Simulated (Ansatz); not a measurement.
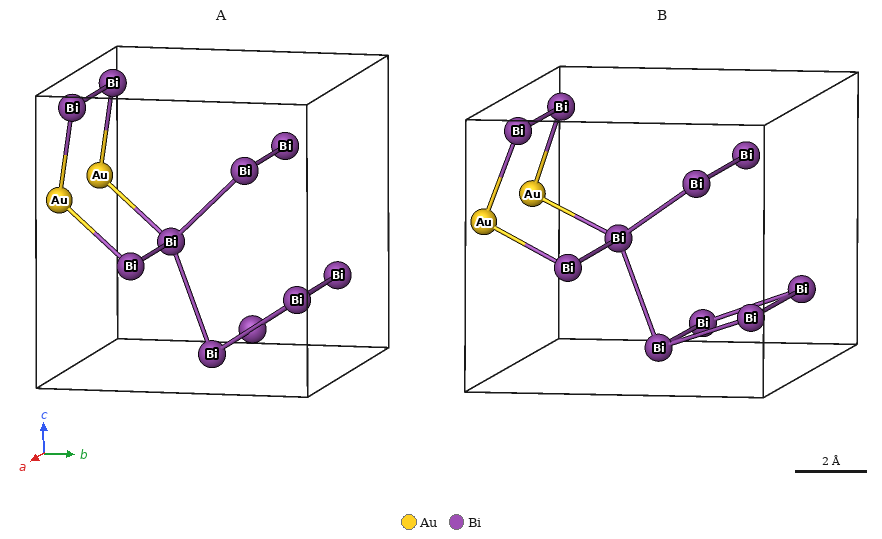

Two geometries of a crystal of Bi₅Au (a generated structure, set up in P1) (coarse preliminary run), drawn at one scale. One is the start of a relaxation, the other its converged end. The picture is a ball-and-stick view of the cell of the calculation, seen slightly off an axis.

Method: DFT PBE, scalar-relativistic, plane waves, PAW in Ansatz. Set-up: plane-wave cutoff 420 eV; k-point mesh 4 × 3 × 3; occupations gaussian; smearing width 0.1 eV; no spin polarisation; cell and atoms relaxed; force threshold 0.04 eV/Å; at most 25 steps.

> Which one is relaxed?

Structure B is the relaxed one. Case: elements placed on the bcc lattice with like neighbours, relaxed further on a centred mesh. The largest move relative to the cell is that of a Bi atom, 0.40 Å along [−3 2 −1]. By element the largest moves are Bi 0.40 Å, Au 0.30 Å. Cell: a 6.361 → 6.711 Å (+5.5 %), b 7.668 → 8.429 Å (+9.9 %), c 8.507 → 7.912 Å (−7.0 %), α 91.3° → 90.5°, β 89.6° → 90.5°, γ 108.1° → 111.5°. Volume +5.6 %. Some distances before and after: Bi–Bi 3.180 → 3.627 Å, Bi–Bi 3.180 → 3.595 Å, Bi–Bi 3.353 → 3.154 Å, Bi–Bi 3.351 → 3.219 Å. Bond angles that change, for instance: Bi–Au–Bi 114.1° → 90.8°, Au–Bi–Bi 99.4° → 122.0°, Bi–Au–Bi 114.0° → 92.1°. The space group stays P1 (No. 1). After 18 accepted moves (21 points after the start) the energy has fallen by 0.483 eV per cell of the calculation. The largest force component goes from 0.14 to 0.025 eV/Å. Pressure: 0.71 GPa at the start and 0.00 GPa at the end. The line search rejected the trial steps at points 13, 15 of the run. At 1 point the geometry stayed and the basis and grid were re-selected for the new cell (energy shift of 8.4 meV per cell of the calculation at most each time).
